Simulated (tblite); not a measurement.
**Geometry relaxation of C3H8GeO**

C3H8GeO, SMILES C1[CH2][GeH2][CH2]O1, computed with GFN2-xTB geometry optimisation, gas phase (tblite 0.8.0).

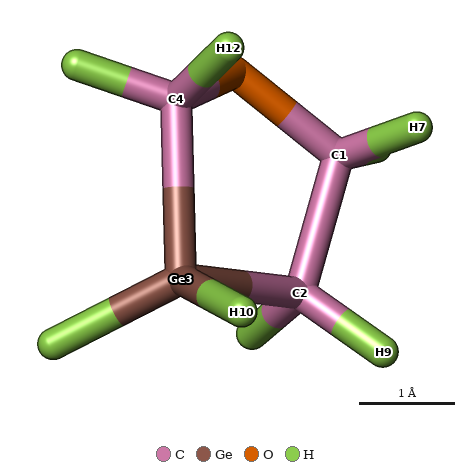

The structure as given in the input (stick view, seen at a tilt; atoms are numbered from 1 in the order of the input). Sticks mark near contacts. Bond lengths as drawn: C–C 1.53 Å, C–Ge 1.92 Å, C–H 1.09 to 1.12 Å, C–O 1.41 Å and Ge–H 1.54 to 1.55 Å.

### Key numbers

- outcome: converged
- total energy: −448.0152 eV
- hardware: 1 CPU thread, shared host
- peak memory: 0.18 GiB

### The input
```
{"job": {"xc": "GFN2-xTB", "basis": "xTB", "kind": "relax"}, "charge": 0, "multiplicity": 1}
C     -1.292100     0.101200     0.371500
C     -0.396100     1.144500    -0.289900
Ge     1.314700     0.267200    -0.340900
C      0.424600    -1.374900     0.097100
O     -0.965300    -1.203400    -0.051000
H     -2.360900     0.316200     0.097200
H     -1.219500     0.170900     1.477800
H     -0.725700     1.363100    -1.310100
H     -0.338000     2.069100     0.321800
H      2.247900     0.738800     0.793900
H      1.884000     0.256900    -1.782400
H      0.648700    -1.663600     1.159000
H      0.773300    -2.185400    -0.561700
```

The first line tells a small driver script what to run in tblite; the rest is the geometry in Å.

Run as:
```bash
OMP_NUM_THREADS=1 python <driver script> task.json out
```

### Output
```
step      E/eV     max force
  0    -447.72006    1.867
  1    -447.83412    0.531
  2    -447.87092    0.518
  3    -447.90724    0.581
  4    -447.94621    0.815
  5    -447.97611    0.568
  6    -447.99131    0.257
  7    -447.99752    0.187
  8    -448.00182    0.222
  9    -448.00465    0.162
 10    -448.00673    0.111
 11    -448.00824    0.117
 12    -448.00948    0.118
 13    -448.01055    0.112
 14    -448.01138    0.086
 15    -448.01194    0.066
 16    -448.01228    0.045
 17    -448.01249    0.044
 18    -448.01266    0.036
 19    -448.01285    0.040
 20    -448.01308    0.041
 21    -448.01333    0.047
 22    -448.01358    0.049
 23    -448.01379    0.049
 24    -448.01395    0.036
 25    -448.01406    0.025
 26    -448.01412    0.024
 27    -448.01417    0.023
 28    -448.01421    0.024
 29    -448.01425    0.018
 30    -448.01429    0.017
 31    -448.01432    0.016
 32    -448.01435    0.020
 33    -448.01438    0.017
 34    -448.01440    0.011
 35    -448.01443    0.013
 36    -448.01445    0.018
 37    -448.01449    0.020
 38    -448.01452    0.017
 39    -448.01455    0.019
 40    -448.01460    0.022
 41    -448.01465    0.034
 42    -448.01473    0.035
 43    -448.01481    0.024
 44    -448.01488    0.021
 45    -448.01495    0.030
 46    -448.01503    0.041
 47    -448.01511    0.034
 48    -448.01515    0.013
 49    -448.01516    0.007
 50    -448.01517    0.007
 51    -448.01518    0.009
 52    -448.01518    0.007
 53    -448.01519    0.007
 54    -448.01520    0.007
 55    -448.01520    0.006
 56    -448.01520    0.005
 57    -448.01521    0.005
 58    -448.01521    0.005
 59    -448.01521    0.003
 60    -448.01521    0.004
 61    -448.01521    0.003
 62    -448.01522    0.003
 63    -448.01522    0.002
```

### Trajectory as extended XYZ (Å, eV, eV/Å), 12 frames, from step=0 to step=63
```
13
Properties=species:S:1:pos:R:3:forces:R:3 step=0 energy=-447.72006
C    -1.2921    0.1012    0.3715   -1.1710   0.3750   0.0230
C    -0.3961    1.1445   -0.2899   -0.2350   1.0840   0.3350
Ge    1.3147    0.2672   -0.3409    1.3440   0.6220  -0.5140
C     0.4246   -1.3749    0.0971    0.1510  -1.6970   0.7630
O    -0.9653   -1.2034   -0.0510    0.2270   0.5570  -0.2000
H    -2.3609    0.3162    0.0972    0.7450  -0.4950   0.2150
H    -1.2195    0.1709    1.4778    0.1000  -0.0460  -0.2970
H    -0.7257    1.3631   -1.3101   -0.1750   0.1650   0.2970
H    -0.3380    2.0691    0.3218   -0.4450  -0.3740  -0.5320
H     2.2479    0.7388    0.7939   -0.0880  -0.1380  -0.5810
H     1.8840    0.2569   -1.7824    0.0770   0.0990   0.6860
H     0.6487   -1.6636    1.1590   -0.1020  -0.0650  -0.5280
H     0.7733   -2.1854   -0.5617   -0.4280  -0.0880   0.3340
13
Properties=species:S:1:pos:R:3:forces:R:3 step=5 energy=-447.97611
C    -1.2921    0.1326    0.3686    0.0110  -0.2350  -0.0270
C    -0.3985    1.1877   -0.2775   -0.0410   0.1540  -0.0360
Ge    1.3534    0.2798   -0.3563   -0.4950  -0.2010   0.1940
C     0.4393   -1.4280    0.1247    0.0430   0.0960  -0.1140
O    -0.9306   -1.1489   -0.0900    0.0060  -0.2660   0.0010
H    -2.3451    0.2495    0.1029    0.0290   0.0370  -0.0310
H    -1.2087    0.1724    1.4612    0.0810   0.0270   0.1280
H    -0.7635    1.4049   -1.2772   -0.0250   0.0440  -0.1270
H    -0.4145    2.1084    0.2925   -0.0040   0.1440   0.0860
H     2.2773    0.7370    0.7102    0.3430   0.1390   0.0680
H     1.9356    0.2835   -1.7148    0.2820   0.0790  -0.2280
H     0.6395   -1.7165    1.1677   -0.1260  -0.0170  -0.0530
H     0.7035   -2.2619   -0.5298   -0.1030  -0.0020   0.1380
13
Properties=species:S:1:pos:R:3:forces:R:3 step=11 energy=-448.00824
C    -1.2914    0.1193    0.3680    0.0000   0.0260  -0.0260
C    -0.4182    1.2032   -0.2784    0.0990  -0.0550  -0.0280
Ge    1.3390    0.2815   -0.3503   -0.0410  -0.0440   0.0240
C     0.4306   -1.4379    0.1231    0.0070   0.0590  -0.0210
O    -0.9365   -1.1637   -0.0930   -0.0020   0.0320  -0.0270
H    -2.3416    0.2388    0.1028   -0.0770   0.0140   0.0410
H    -1.1899    0.1676    1.4627    0.0100  -0.0260  -0.0010
H    -0.7750    1.4226   -1.2851   -0.0060  -0.0120   0.0360
H    -0.4345    2.1268    0.2983   -0.0220  -0.0870  -0.0040
H     2.3314    0.7526    0.6829    0.0180   0.0020  -0.0570
H     1.9853    0.3043   -1.7069    0.0310   0.0290   0.0250
H     0.6135   -1.7260    1.1676   -0.0310   0.0390   0.0360
H     0.6829   -2.2886   -0.5095    0.0130   0.0240   0.0010
13
Properties=species:S:1:pos:R:3:forces:R:3 step=17 energy=-448.01249
C    -1.2952    0.1167    0.3646    0.0100   0.0040   0.0010
C    -0.4154    1.1940   -0.2812   -0.0030   0.0080   0.0090
Ge    1.3404    0.2761   -0.3497    0.0100   0.0390  -0.0180
C     0.4237   -1.4336    0.1238   -0.0090  -0.0050  -0.0050
O    -0.9415   -1.1634   -0.1037   -0.0050   0.0120  -0.0230
H    -2.3505    0.2443    0.1157    0.0080  -0.0060   0.0040
H    -1.1828    0.1590    1.4591    0.0050  -0.0270  -0.0020
H    -0.7754    1.4203   -1.2843    0.0040  -0.0120   0.0010
H    -0.4376    2.1099    0.3031    0.0090   0.0150   0.0080
H     2.3467    0.7566    0.6639   -0.0130  -0.0060   0.0030
H     2.0018    0.3158   -1.6983   -0.0090  -0.0050  -0.0090
H     0.5967   -1.7114    1.1728   -0.0160   0.0130   0.0260
H     0.6847   -2.2838   -0.5036    0.0100  -0.0300   0.0050
13
Properties=species:S:1:pos:R:3:forces:R:3 step=22 energy=-448.01358
C    -1.2930    0.1150    0.3634   -0.0060  -0.0060   0.0020
C    -0.4149    1.1962   -0.2780   -0.0020  -0.0060   0.0020
Ge    1.3402    0.2802   -0.3541    0.0150  -0.0450   0.0110
C     0.4218   -1.4329    0.1231    0.0080   0.0110  -0.0040
O    -0.9403   -1.1592   -0.1205    0.0080  -0.0070   0.0090
H    -2.3497    0.2447    0.1225    0.0020   0.0040  -0.0140
H    -1.1775    0.1437    1.4579    0.0190  -0.0140  -0.0020
H    -0.7742    1.4152   -1.2829   -0.0090   0.0320   0.0120
H    -0.4350    2.1119    0.3074   -0.0090   0.0030  -0.0170
H     2.3465    0.7563    0.6601    0.0040   0.0050   0.0120
H     2.0030    0.3180   -1.7023   -0.0190   0.0000  -0.0060
H     0.5815   -1.6979    1.1795   -0.0130   0.0150  -0.0380
H     0.6874   -2.2907   -0.4938    0.0010   0.0090   0.0330
13
Properties=species:S:1:pos:R:3:forces:R:3 step=28 energy=-448.01421
C    -1.2915    0.1125    0.3620    0.0010   0.0040  -0.0100
C    -0.4137    1.1960   -0.2764    0.0090   0.0070  -0.0070
Ge    1.3425    0.2779   -0.3549   -0.0230   0.0030   0.0060
C     0.4204   -1.4313    0.1218    0.0090  -0.0040   0.0040
O    -0.9396   -1.1584   -0.1301    0.0060  -0.0020   0.0040
H    -2.3479    0.2454    0.1232   -0.0060   0.0010  -0.0020
H    -1.1703    0.1325    1.4563    0.0020   0.0010  -0.0070
H    -0.7756    1.4204   -1.2792    0.0000   0.0050  -0.0020
H    -0.4352    2.1130    0.3071    0.0010  -0.0110   0.0140
H     2.3469    0.7562    0.6608    0.0050  -0.0030   0.0000
H     1.9976    0.3185   -1.7061   -0.0050  -0.0010  -0.0060
H     0.5719   -1.6870    1.1805    0.0000   0.0030   0.0070
H     0.6901   -2.2953   -0.4828    0.0020  -0.0040  -0.0010
13
Properties=species:S:1:pos:R:3:forces:R:3 step=34 energy=-448.01440
C    -1.2909    0.1119    0.3582   -0.0010  -0.0030   0.0030
C    -0.4137    1.1973   -0.2773    0.0030  -0.0040   0.0050
Ge    1.3410    0.2777   -0.3548    0.0030   0.0060  -0.0060
C     0.4217   -1.4318    0.1235   -0.0080   0.0040   0.0000
O    -0.9379   -1.1593   -0.1327   -0.0060   0.0000  -0.0060
H    -2.3479    0.2454    0.1217    0.0000  -0.0080  -0.0070
H    -1.1675    0.1307    1.4520   -0.0080   0.0050   0.0060
H    -0.7756    1.4273   -1.2790    0.0060   0.0040   0.0070
H    -0.4350    2.1097    0.3133    0.0010  -0.0010   0.0010
H     2.3479    0.7545    0.6596    0.0010   0.0000  -0.0060
H     1.9915    0.3179   -1.7082    0.0020  -0.0020  -0.0060
H     0.5698   -1.6829    1.1839    0.0020  -0.0030   0.0020
H     0.6922   -2.2979   -0.4779    0.0040   0.0030   0.0060
13
Properties=species:S:1:pos:R:3:forces:R:3 step=40 energy=-448.01460
C    -1.2922    0.1104    0.3553   -0.0020  -0.0010   0.0010
C    -0.4128    1.1979   -0.2746   -0.0100   0.0010   0.0040
Ge    1.3403    0.2777   -0.3580    0.0210  -0.0080  -0.0010
C     0.4217   -1.4307    0.1261    0.0070  -0.0030  -0.0010
O    -0.9370   -1.1601   -0.1355    0.0060  -0.0020   0.0080
H    -2.3488    0.2406    0.1148    0.0030   0.0090  -0.0050
H    -1.1720    0.1307    1.4497   -0.0150  -0.0100  -0.0040
H    -0.7721    1.4371   -1.2746   -0.0090  -0.0010  -0.0020
H    -0.4331    2.1058    0.3225    0.0050   0.0090   0.0040
H     2.3508    0.7533    0.6533    0.0040   0.0040  -0.0080
H     1.9866    0.3155   -1.7147   -0.0060  -0.0020   0.0100
H     0.5672   -1.6790    1.1876    0.0000   0.0100   0.0040
H     0.6969   -2.2988   -0.4697   -0.0040  -0.0050  -0.0090
13
Properties=species:S:1:pos:R:3:forces:R:3 step=45 energy=-448.01495
C    -1.2953    0.1075    0.3498    0.0000   0.0030  -0.0020
C    -0.4113    1.1993   -0.2675    0.0100  -0.0010  -0.0020
Ge    1.3424    0.2754   -0.3625   -0.0250   0.0130   0.0100
C     0.4249   -1.4304    0.1310   -0.0030   0.0080   0.0000
O    -0.9329   -1.1624   -0.1383   -0.0030   0.0060  -0.0090
H    -2.3492    0.2358    0.0975    0.0020   0.0090  -0.0130
H    -1.1907    0.1252    1.4456    0.0040  -0.0060   0.0040
H    -0.7702    1.4543   -1.2641   -0.0030  -0.0140   0.0060
H    -0.4266    2.1011    0.3402    0.0040  -0.0150   0.0010
H     2.3616    0.7544    0.6371    0.0120   0.0060   0.0020
H     1.9763    0.3093   -1.7240   -0.0030  -0.0020  -0.0030
H     0.5639   -1.6668    1.1962    0.0140  -0.0100  -0.0100
H     0.7028   -2.3023   -0.4587   -0.0080   0.0030   0.0170
13
Properties=species:S:1:pos:R:3:forces:R:3 step=51 energy=-448.01518
C    -1.2975    0.1058    0.3456    0.0000  -0.0030   0.0010
C    -0.4097    1.1996   -0.2623    0.0020   0.0000   0.0010
Ge    1.3420    0.2759   -0.3642    0.0090   0.0010   0.0000
C     0.4263   -1.4285    0.1344   -0.0010   0.0000   0.0000
O    -0.9304   -1.1627   -0.1421   -0.0010  -0.0020  -0.0020
H    -2.3487    0.2355    0.0828    0.0000   0.0020  -0.0010
H    -1.2027    0.1197    1.4423    0.0010   0.0020   0.0020
H    -0.7695    1.4631   -1.2560    0.0020  -0.0020  -0.0030
H    -0.4213    2.0955    0.3534   -0.0040   0.0040   0.0030
H     2.3709    0.7566    0.6260    0.0000   0.0030  -0.0030
H     1.9667    0.3043   -1.7305   -0.0050   0.0000   0.0020
H     0.5640   -1.6599    1.2007   -0.0030  -0.0040   0.0030
H     0.7056   -2.3044   -0.4479    0.0000   0.0000  -0.0020
13
Properties=species:S:1:pos:R:3:forces:R:3 step=57 energy=-448.01521
C    -1.2974    0.1056    0.3452    0.0000   0.0030   0.0000
C    -0.4087    1.1997   -0.2611   -0.0050  -0.0010   0.0010
Ge    1.3429    0.2758   -0.3633   -0.0020  -0.0010   0.0010
C     0.4264   -1.4288    0.1352    0.0000  -0.0010   0.0010
O    -0.9300   -1.1628   -0.1428    0.0010   0.0030   0.0010
H    -2.3481    0.2365    0.0805    0.0010  -0.0020   0.0030
H    -1.2041    0.1193    1.4422   -0.0010  -0.0020  -0.0040
H    -0.7678    1.4626   -1.2554    0.0030   0.0010   0.0010
H    -0.4227    2.0953    0.3552    0.0020  -0.0010  -0.0030
H     2.3731    0.7589    0.6238    0.0020   0.0000   0.0000
H     1.9632    0.3039   -1.7315   -0.0020   0.0000   0.0010
H     0.5627   -1.6611    1.2016   -0.0010   0.0000  -0.0010
H     0.7061   -2.3045   -0.4473    0.0010   0.0010  -0.0010
13
Properties=species:S:1:pos:R:3:forces:R:3 step=63 energy=-448.01522
C    -1.2976    0.1056    0.3449    0.0000   0.0000   0.0000
C    -0.4088    1.1998   -0.2606    0.0020   0.0010  -0.0010
Ge    1.3429    0.2758   -0.3627   -0.0010   0.0000   0.0010
C     0.4265   -1.4288    0.1357    0.0000   0.0000   0.0000
O    -0.9297   -1.1626   -0.1433    0.0000   0.0000  -0.0010
H    -2.3483    0.2359    0.0800   -0.0010   0.0000   0.0000
H    -1.2048    0.1187    1.4417    0.0000   0.0000   0.0010
H    -0.7665    1.4633   -1.2551   -0.0010   0.0000   0.0000
H    -0.4225    2.0955    0.3555    0.0000   0.0000   0.0000
H     2.3746    0.7595    0.6226    0.0010   0.0000   0.0000
H     1.9613    0.3034   -1.7317    0.0000  -0.0010   0.0000
H     0.5619   -1.6614    1.2021    0.0000   0.0000   0.0000
H     0.7067   -2.3042   -0.4470    0.0000   0.0010   0.0000
```
